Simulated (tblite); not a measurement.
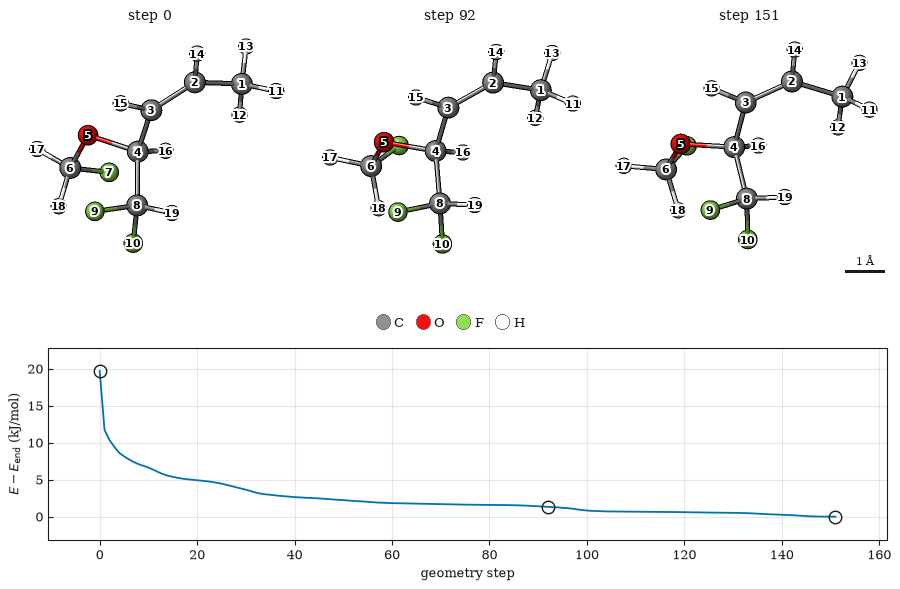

Frames of a relaxation of C6H9F3O, marked on the history of the run. Style: ball-and-stick. Shown from a free direction.

Level of theory: GFN2-xTB geometry optimisation, gas phase (tblite 0.8.0). 

**What happens along the run?**

Over 151 geometry steps the energy falls by 19.7 kJ/mol. The largest move after the best rigid fit is that of F7, 0.91 Å. By element the largest moves are F 0.91 Å, H 0.70 Å, C 0.38 Å, O 0.31 Å. Near-neighbour distances that change, for instance: O5–C6 1.426 → 1.369 Å, C4–O5 1.447 → 1.420 Å, C3–C4 1.529 → 1.505 Å, C2–H14 1.103 → 1.082 Å. Among the angles between lasting bonds that change: F7–C6–H18 110.4° → 105.8°, C4–O5–C6 112.5° → 116.4°, C3–C4–O5 104.3° → 107.3°. Groups turn about C3–C4 by about 25°. The run took 1 s on 1 thread of Intel(R) Xeon(R) 6975P-C (shared host). From step 0 to 92: F7 moves most (0.76 Å), energy −18.4 kJ/mol. From step 92 to 151: H19 moves most (0.42 Å), energy −1.33 kJ/mol.

| step | E − E(0), kJ/mol |
| --- | --- |
| 0 | 0.00 |
| 1 | -7.96 |
| 2 | -9.32 |
| 3 | -10.25 |
| 4 | -11.04 |
| 5 | -11.53 |
| 6 | -11.95 |
| 7 | -12.30 |
| 8 | -12.59 |
| 9 | -12.82 |
| 10 | -13.05 |
| 17 | -14.55 |
| 25 | -15.23 |
| 32 | -16.43 |
| 40 | -17.04 |
| 47 | -17.33 |
| 55 | -17.69 |
| 62 | -17.89 |
| 69 | -18.00 |
| 77 | -18.07 |
| 84 | -18.13 |
| 92 | -18.36 |
| 99 | -18.79 |
| 106 | -19.00 |
| 114 | -19.04 |
| 121 | -19.11 |
| 129 | -19.17 |
| 136 | -19.34 |
| 144 | -19.57 |
| 151 | -19.69 |
